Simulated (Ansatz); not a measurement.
# GaNH₂ (singlet): PBE, r2SCAN, PBE0, B3LYP, wB97M-V, B2PLYP, RPA-PBE over vertical spin and charge gaps, cc-pVTZ, part 2 of 2

Ansatz 0.2.0, Gaussian basis; cc-pVTZ, all electrons in the functionals, frozen cores in the correlation of double hybrids and RPA. The steps go on from the part before.

## (14) wB97M-V, charge 0, singlet

Contents of in.yaml:

```yaml
crystal:
  periodic: [false, false, false]
  atoms:
    - {symbol: N, position_ang: [0.000000, 0.000000, 1.506801]}
    - {symbol: Ga, position_ang: [0.000000, 0.000000, -0.363134]}
    - {symbol: H, position_ang: [0.000000, 0.825767, 2.090162]}
    - {symbol: H, position_ang: [0.000000, -0.825767, 2.090162]}
basis:
  gaussian: {orbitals: cc-pVTZ}
hamiltonian: {xc: {name: wB97M-V}}
output: {forces: true, orbitals: {seedname: orbitals}}
```

Launch:

```sh
ansatz run in.yaml --threads 1 --pin off --events-out ev --progress --plain --max-ram 4096MiB --backend cpu
```

The log of the run, cut to the lines that bear on the results:

```text
Functional definition: wB97M-V
  name "wB97M-V"
  cite "Mardirossian & Head-Gordon, J. Chem. Phys. 144, 214110 (2016) doi:10.1063/1.4952647"
  cite "Becke, J. Chem. Phys. 107, 8554 (1997) doi:10.1063/1.475007"
  cite "Vydrov & Van Voorhis, J. Chem. Phys. 133, 244103 (2010) doi:10.1063/1.3521275"
  # Of w^i u^j: cxij and so on, Table III.
[...]
  gx(w, u) = 1 - cx + cx01*u + cx10*w
  gss(w, u) = css00 + css04*u^4 + css10*w + css20*w^2 + css43*w^4*u^3
  gos(w, u) = cos00 + cos10*w + (cos20 + cos21*u)*w^2 + (cos60 + cos61*u)*w^6
[...]
      + integral(e_c_pw_mod_opposite_spin*gos(b97_w_opposite, b97_u_opposite)) + vv10(b, c)
675 factors; their error is unknown
151 factors; integrals over basis functions are off by at most 2.0e-5 eV
[...]
mean field -53899.09156505 eV, -1980.7550808992 hartree, gradient 9.4e-6 eV, S^2 0.000000; 0 other end points of the search recorded, 0 dependent functions left out
[...]
reference -53899.09160177 eV, -1980.7550822486 hartree; 20, 20 occupied and 81, 81 virtual orbitals, 675 factors
Total energy: -53899.09160177 eV, -1980.7550822486 hartree
Atom 0 at     0.000000     0.000000     1.506801 Å, force    -0.000000    -0.000000    -0.106499 eV/Å
Atom 1 at     0.000000     0.000000    -0.363134 Å, force    -0.000000    -0.000000     0.094935 eV/Å
Atom 2 at     0.000000     0.825767     2.090162 Å, force     0.000000    -0.033072     0.005782 eV/Å
Atom 3 at     0.000000    -0.825767     2.090162 Å, force    -0.000000     0.033072     0.005782 eV/Å
Dipole moment:    -0.000000     0.000000     0.197150 e Å
```

It took 6 s on 1 thread of AMD EPYC 7R13, shared host.

## (15) wB97M-V, charge 0, triplet

Changes to in.yaml since step 14:

```diff
@@ -9,2 +9,3 @@
   gaussian: {orbitals: cc-pVTZ}
+magnetization: {spin_polarized: true, initial_magnetization: 2}
 hamiltonian: {xc: {name: wB97M-V}}
```

Launch:

```sh
ansatz run in.yaml --threads 2 --pin off --events-out ev --progress --plain --max-ram 24576MiB --backend cuda --devices 0, --max-vram 18GiB
```

The log of the run, cut to the lines that bear on the results:

```text
Functional definition: wB97M-V
  name "wB97M-V"
  cite "Mardirossian & Head-Gordon, J. Chem. Phys. 144, 214110 (2016) doi:10.1063/1.4952647"
  cite "Becke, J. Chem. Phys. 107, 8554 (1997) doi:10.1063/1.475007"
  cite "Vydrov & Van Voorhis, J. Chem. Phys. 133, 244103 (2010) doi:10.1063/1.3521275"
  # Of w^i u^j: cxij and so on, Table III.
[...]
  gx(w, u) = 1 - cx + cx01*u + cx10*w
  gss(w, u) = css00 + css04*u^4 + css10*w + css20*w^2 + css43*w^4*u^3
  gos(w, u) = cos00 + cos10*w + (cos20 + cos21*u)*w^2 + (cos60 + cos61*u)*w^6
[...]
      + integral(e_c_pw_mod_opposite_spin*gos(b97_w_opposite, b97_u_opposite)) + vv10(b, c)
675 factors; their error is unknown
151 factors; integrals over basis functions are off by at most 2.0e-5 eV
[...]
mean field -53895.92406924 eV, -1980.6386775752 hartree, gradient 2.8e-5 eV, S^2 2.002574; 2 other end points of the search recorded, 0 dependent functions left out
[...]
reference -53895.92410471 eV, -1980.6386788787 hartree; 21, 19 occupied and 80, 82 virtual orbitals, 675 factors
Total energy: -53895.92410471 eV, -1980.6386788787 hartree
Atom 0 at     0.000000     0.000000     1.506801 Å, force     0.000000    -0.000000    -0.207726 eV/Å
Atom 1 at     0.000000     0.000000    -0.363134 Å, force    -0.000000     0.000000     1.196513 eV/Å
Atom 2 at     0.000000     0.825767     2.090162 Å, force     0.000000     0.063667    -0.494393 eV/Å
Atom 3 at     0.000000    -0.825767     2.090162 Å, force    -0.000000    -0.063666    -0.494393 eV/Å
Dipole moment:    -0.000000    -0.000000     0.139997 e Å
```

Run time: 6.5 s. Hardware: 1 × H100 (card shared with other runs) with 2 threads of AMD EPYC 7R13, shared host; peak host memory 0.86 GiB.

From the report: ⟨S²⟩ of the determinant 2.003 (pure triplet: 2.00).

From charge 0, singlet: +3.167 eV.

## (16) wB97M-V, charge 1, doublet

Changes to in.yaml since step 15:

```diff
@@ -9,4 +9,5 @@
   gaussian: {orbitals: cc-pVTZ}
-magnetization: {spin_polarized: true, initial_magnetization: 2}
+total_charge: 1
+magnetization: {spin_polarized: true, initial_magnetization: 1}
 hamiltonian: {xc: {name: wB97M-V}}
-output: {forces: true, orbitals: {seedname: orbitals}}
+output: {orbitals: {seedname: orbitals}}
```

The command is unchanged.

The log of the run, cut to the lines that bear on the results:

```text
Functional definition: wB97M-V
  name "wB97M-V"
  cite "Mardirossian & Head-Gordon, J. Chem. Phys. 144, 214110 (2016) doi:10.1063/1.4952647"
  cite "Becke, J. Chem. Phys. 107, 8554 (1997) doi:10.1063/1.475007"
  cite "Vydrov & Van Voorhis, J. Chem. Phys. 133, 244103 (2010) doi:10.1063/1.3521275"
  # Of w^i u^j: cxij and so on, Table III.
[...]
  gx(w, u) = 1 - cx + cx01*u + cx10*w
  gss(w, u) = css00 + css04*u^4 + css10*w + css20*w^2 + css43*w^4*u^3
  gos(w, u) = cos00 + cos10*w + (cos20 + cos21*u)*w^2 + (cos60 + cos61*u)*w^6
[...]
      + integral(e_c_pw_mod_opposite_spin*gos(b97_w_opposite, b97_u_opposite)) + vv10(b, c)
675 factors; their error is unknown
151 factors; integrals over basis functions are off by at most 2.0e-5 eV
[...]
mean field -53890.06876505 eV, -1980.4234991149 hartree, gradient 6.3e-6 eV, S^2 0.754733; 1 other end points of the search recorded, 0 dependent functions left out
reference -53890.06880598 eV, -1980.4235006191 hartree; 20, 19 occupied and 81, 82 virtual orbitals, 675 factors
Total energy: -53890.06880598 eV, -1980.4235006191 hartree
```

Run time: 4.5 s. Hardware: 1 × H100 (card shared with other runs) with 2 threads of AMD EPYC 7R13, shared host; peak host memory 0.86 GiB.

From the report: ⟨S²⟩ of the determinant 0.755 (pure doublet: 0.75).

From charge 0, singlet: +9.023 eV.

## (17) B2PLYP, charge 0, singlet

Changes to in.yaml since step 16:

```diff
@@ -9,5 +9,3 @@
   gaussian: {orbitals: cc-pVTZ}
-total_charge: 1
-magnetization: {spin_polarized: true, initial_magnetization: 1}
-hamiltonian: {xc: {name: wB97M-V}}
-output: {orbitals: {seedname: orbitals}}
+hamiltonian: {xc: {name: B2PLYP}}
+correlation: {electrons: outside_noble_gas}
```

Launch:

```sh
ansatz run in.yaml --threads 1 --pin off --events-out ev --progress --plain --max-ram 4096MiB --backend cpu
```

The log of the run, cut to the lines that bear on the results:

```text
Functional definition: B2PLYP
  name "B2PLYP"
  cite "Grimme, J. Chem. Phys. 124, 034108 (2006) doi:10.1063/1.2148954"
  cite "Becke, Phys. Rev. A 38, 3098 (1988) doi:10.1103/PhysRevA.38.3098"
  cite "Lee, Yang & Parr, Phys. Rev. B 37, 785 (1988) doi:10.1103/PhysRevB.37.785"
[...]
620 factors; integrals over basis functions are off by at most 1.2e-3 eV
[...]
mean field -53887.65048241 eV, -1980.3346288672 hartree, gradient 1.4e-6 eV, S^2 0.000000; 0 other end points of the search recorded, 0 dependent functions left out
15 core orbitals not correlated: weight in the atoms' cores, before any rotation towards them, 0.763 or more for the frozen orbitals, at most 0.234 for the correlated occupied ones
reference -53887.65059940 eV, -1980.3346331667 hartree; 5, 5 occupied and 81, 81 virtual orbitals, 620 factors
second order -9.22425020 eV of doubles, -0.00000000 eV of singles
Total energy: -53890.14114696 eV, -1980.4261591011 hartree
```

It took 2.4 s on 1 thread of AMD EPYC 7R13, shared host.

## (18) B2PLYP, charge 0, triplet

Changes to in.yaml since step 17:

```diff
@@ -9,2 +9,3 @@
   gaussian: {orbitals: cc-pVTZ}
+magnetization: {spin_polarized: true, initial_magnetization: 2}
 hamiltonian: {xc: {name: B2PLYP}}
```

Launch:

```sh
ansatz run in.yaml --threads 2 --pin off --events-out ev --progress --plain --max-ram 24576MiB --backend cuda --devices 0, --max-vram 18GiB
```

The log of the run, cut to the lines that bear on the results:

```text
Functional definition: B2PLYP
  name "B2PLYP"
  cite "Grimme, J. Chem. Phys. 124, 034108 (2006) doi:10.1063/1.2148954"
  cite "Becke, Phys. Rev. A 38, 3098 (1988) doi:10.1103/PhysRevA.38.3098"
  cite "Lee, Yang & Parr, Phys. Rev. B 37, 785 (1988) doi:10.1103/PhysRevB.37.785"
[...]
620 factors; integrals over basis functions are off by at most 1.2e-3 eV
[...]
mean field -53884.78677554 eV, -1980.2293895807 hartree, gradient 6.2e-6 eV, S^2 2.004162; 4 other end points of the search recorded, 0 dependent functions left out
15 core orbitals not correlated: weight in the atoms' cores, before any rotation towards them, 0.845 or more for the frozen orbitals, at most 0.161 for the correlated occupied ones
reference -53884.78689315 eV, -1980.2293939028 hartree; 6, 4 occupied and 80, 82 virtual orbitals, 620 factors
second order -8.58330948 eV of doubles, -0.00000000 eV of singles
Total energy: -53887.10438671 eV, -1980.3145602203 hartree
```

Run time: 4 s. Hardware: 1 × H100 (card shared with other runs) with 2 threads of AMD EPYC 7R13, shared host; peak host memory 0.76 GiB.

From the report: ⟨S²⟩ of the determinant 2.004 (pure triplet: 2.00).

From charge 0, singlet: +3.037 eV.

## (19) B2PLYP, charge 1, doublet

Changes to in.yaml since step 18:

```diff
@@ -9,3 +9,4 @@
   gaussian: {orbitals: cc-pVTZ}
-magnetization: {spin_polarized: true, initial_magnetization: 2}
+total_charge: 1
+magnetization: {spin_polarized: true, initial_magnetization: 1}
 hamiltonian: {xc: {name: B2PLYP}}
```

Same command.

The log of the run, cut to the lines that bear on the results:

```text
Functional definition: B2PLYP
  name "B2PLYP"
  cite "Grimme, J. Chem. Phys. 124, 034108 (2006) doi:10.1063/1.2148954"
  cite "Becke, Phys. Rev. A 38, 3098 (1988) doi:10.1103/PhysRevA.38.3098"
  cite "Lee, Yang & Parr, Phys. Rev. B 37, 785 (1988) doi:10.1103/PhysRevB.37.785"
[...]
620 factors; integrals over basis functions are off by at most 1.2e-3 eV
[...]
mean field -53879.00750480 eV, -1980.0170052984 hartree, gradient 3.6e-6 eV, S^2 0.758218; 2 other end points of the search recorded, 0 dependent functions left out
15 core orbitals not correlated: weight in the atoms' cores, before any rotation towards them, 0.947 or more for the frozen orbitals, at most 0.055 for the correlated occupied ones
reference -53879.00762550 eV, -1980.0170097341 hartree; 5, 4 occupied and 81, 82 virtual orbitals, 620 factors
second order -8.37219087 eV of doubles, -0.00000000 eV of singles
Total energy: -53881.26811703 eV, -1980.1000812658 hartree
```

Wall time 2.8 s (1 × H100 (card shared with other runs) with 2 threads of AMD EPYC 7R13, shared host); peak host memory 0.76 GiB.

From the report: ⟨S²⟩ of the determinant 0.758 (pure doublet: 0.75).

From charge 0, singlet: +8.873 eV.

## (20) RPA-PBE, charge 0, singlet

Changes to in.yaml since step 19:

```diff
@@ -9,5 +9,3 @@
   gaussian: {orbitals: cc-pVTZ}
-total_charge: 1
-magnetization: {spin_polarized: true, initial_magnetization: 1}
-hamiltonian: {xc: {name: B2PLYP}}
-correlation: {electrons: outside_noble_gas}
+hamiltonian: {xc: {name: PBE}}
+correlation: {method: rpa, electrons: outside_noble_gas}
```

Launch:

```sh
ansatz run in.yaml --threads 1 --pin off --events-out ev --progress --plain --max-ram 4096MiB --backend cpu
```

The log of the run, cut to the lines that bear on the results:

```text
Functional definition: PBE
  name "PBE"
  cite "Perdew, Burke & Ernzerhof, Phys. Rev. Lett. 77, 3865 (1996) doi:10.1103/PhysRevLett.77.3865"
  parent pbe
[...]
620 factors; integrals over basis functions are off by at most 1.2e-3 eV
[...]
mean field -53892.73279142 eV, -1980.5214002785 hartree, gradient 3.4e-6 eV, S^2 0.000000; 0 other end points of the search recorded, 0 dependent functions left out
15 core orbitals not correlated, not the lowest: weight in the atoms' cores, before any rotation towards them, 0.737 or more for the frozen orbitals, at most 0.255 for the correlated occupied ones
reference -53848.75150800 eV, -1978.9051179242 hartree; 5, 5 occupied and 81, 81 virtual orbitals, 620 factors
Total energy: -53861.39506584 eV, -1979.3697601049 hartree
```

It took 2.2 s on 1 thread of AMD EPYC 7R13, shared host.

## (21) RPA-PBE, charge 0, triplet

Changes to in.yaml since step 20:

```diff
@@ -9,2 +9,3 @@
   gaussian: {orbitals: cc-pVTZ}
+magnetization: {spin_polarized: true, initial_magnetization: 2}
 hamiltonian: {xc: {name: PBE}}
```

Launch:

```sh
ansatz run in.yaml --threads 2 --pin off --events-out ev --progress --plain --max-ram 24576MiB --backend cuda --devices 0, --max-vram 18GiB
```

The log of the run, cut to the lines that bear on the results:

```text
Functional definition: PBE
  name "PBE"
  cite "Perdew, Burke & Ernzerhof, Phys. Rev. Lett. 77, 3865 (1996) doi:10.1103/PhysRevLett.77.3865"
  parent pbe
[...]
620 factors; integrals over basis functions are off by at most 1.2e-3 eV
[...]
mean field -53889.69446577 eV, -1980.4097438700 hartree, gradient 1.2e-6 eV, S^2 2.004342; 14 other end points of the search recorded, 0 dependent functions left out
15 core orbitals not correlated, not the lowest: weight in the atoms' cores, before any rotation towards them, 0.637 or more for the frozen orbitals, at most 0.380 for the correlated occupied ones
reference -53846.51201529 eV, -1978.8228180851 hartree; 6, 4 occupied and 80, 82 virtual orbitals, 620 factors
Total energy: -53858.59483589 eV, -1979.2668535521 hartree
```

It took 6.5 s on 1 × H100 (card shared with other runs) with 2 threads of AMD EPYC 7R13, shared host; peak host memory 0.84 GiB.

From the report: ⟨S²⟩ of the determinant 2.004 (pure triplet: 2.00).

From charge 0, singlet: +2.800 eV.

## (22) RPA-PBE, charge 1, doublet

Changes to in.yaml since step 21:

```diff
@@ -9,3 +9,4 @@
   gaussian: {orbitals: cc-pVTZ}
-magnetization: {spin_polarized: true, initial_magnetization: 2}
+total_charge: 1
+magnetization: {spin_polarized: true, initial_magnetization: 1}
 hamiltonian: {xc: {name: PBE}}
```

Same command.

The log of the run, cut to the lines that bear on the results:

```text
Functional definition: PBE
  name "PBE"
  cite "Perdew, Burke & Ernzerhof, Phys. Rev. Lett. 77, 3865 (1996) doi:10.1103/PhysRevLett.77.3865"
  parent pbe
[...]
620 factors; integrals over basis functions are off by at most 1.2e-3 eV
[...]
mean field -53883.81101035 eV, -1980.1935308715 hartree, gradient 9.2e-6 eV, S^2 0.755696; 8 other end points of the search recorded, 0 dependent functions left out
15 core orbitals not correlated: weight in the atoms' cores, before any rotation towards them, 0.601 or more for the frozen orbitals, at most 0.394 for the correlated occupied ones
reference -53840.67930738 eV, -1978.6084700230 hartree; 5, 4 occupied and 81, 82 virtual orbitals, 620 factors
Total energy: -53852.52639403 eV, -1979.0438424271 hartree
```

Run time: 3.1 s. Hardware: 1 × H100 (card shared with other runs) with 2 threads of AMD EPYC 7R13, shared host; peak host memory 0.85 GiB.

From the report: ⟨S²⟩ of the determinant 0.756 (pure doublet: 0.75).

From charge 0, singlet: +8.869 eV.

## (23) Against the wave-function levels

The yardstick is RCCSDT(Q), where the cluster series has nearly closed. It and the other wave-function rows come from earlier runs at the same points. Energies in eV, counted from charge 0, singlet; blanks weren't run or aren't comparable.

```csv
level,singlet to triplet,ionisation to the doublet cation
RCCSDT(Q),,8.759
PBE,3.038,8.922
r2SCAN,2.840,8.914
PBE0,2.916,8.907
B3LYP,3.178,9.059
wB97M-V,3.167,9.023
B2PLYP,3.037,8.873
RPA-PBE,2.800,8.869
RHF,2.170,7.903
UHF,2.117,7.768
RMP2,2.706,8.581
UMP2,2.675,8.582
RCCSD,2.833,8.755
RCCSD(T),2.840,8.760
UCCSD(T),2.819,8.750
UCCSDT(Q),2.816,8.744
```

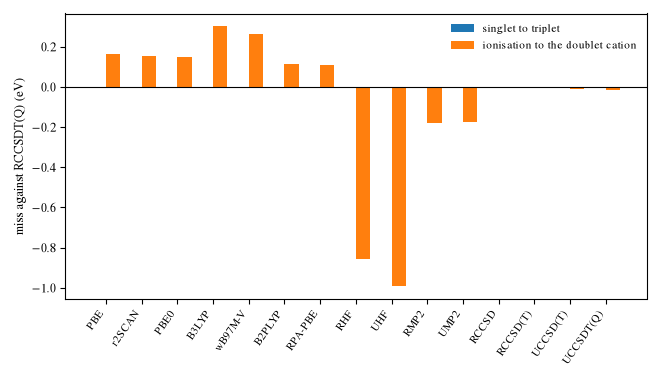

Misses of the gaps against RCCSDT(Q).

Largest miss and mean time a point (RCCSDT(Q) took 16 s a point; shared hosts):

```
    level  largest miss (eV)                             where  time a point
      PBE             +0.163  ionisation to the doublet cation           3 s
   r2SCAN             +0.155  ionisation to the doublet cation         4.5 s
     PBE0             +0.148  ionisation to the doublet cation         2.1 s
    B3LYP             +0.300  ionisation to the doublet cation         3.5 s
  wB97M-V             +0.264  ionisation to the doublet cation         5.7 s
   B2PLYP             +0.114  ionisation to the doublet cation         3.1 s
  RPA-PBE             +0.110  ionisation to the doublet cation         3.9 s
      RHF             -0.856  ionisation to the doublet cation              
      UHF             -0.991  ionisation to the doublet cation              
     RMP2             -0.178  ionisation to the doublet cation              
     UMP2             -0.176  ionisation to the doublet cation              
    RCCSD             -0.004  ionisation to the doublet cation              
 RCCSD(T)             +0.001  ionisation to the doublet cation          10 s
 UCCSD(T)             -0.009  ionisation to the doublet cation         9.3 s
UCCSDT(Q)             -0.015  ionisation to the doublet cation          26 s
```

## (24) Results

What follows sums up all 2 parts.

| quantity | value |
| --- | --- |
| ionisation to the doublet cation, RCCSDT(Q) | 8.759 eV |
| largest miss, PBE | +0.163 eV (ionisation to the doublet cation) |
| largest miss, r2SCAN | +0.155 eV (ionisation to the doublet cation) |
| largest miss, PBE0 | +0.148 eV (ionisation to the doublet cation) |
| largest miss, B3LYP | +0.300 eV (ionisation to the doublet cation) |
| largest miss, wB97M-V | +0.264 eV (ionisation to the doublet cation) |
| largest miss, B2PLYP | +0.114 eV (ionisation to the doublet cation) |
| largest miss, RPA-PBE | +0.110 eV (ionisation to the doublet cation) |
| largest miss, RCCSD(T) | +0.001 eV (ionisation to the doublet cation) |
| largest miss, UCCSD(T) | -0.009 eV (ionisation to the doublet cation) |

Misses are known at 1 of 2 points at best, and only functionals with that many are ranked. Of the functionals, RPA-PBE keep the smallest largest miss at the points compared (at most 0.110 eV) and B3LYP strays most (0.300 eV, at ionisation to the doublet cation). Functionals and the yardstick converge differently with the basis, so part of each miss in cc-pVTZ is the basis.
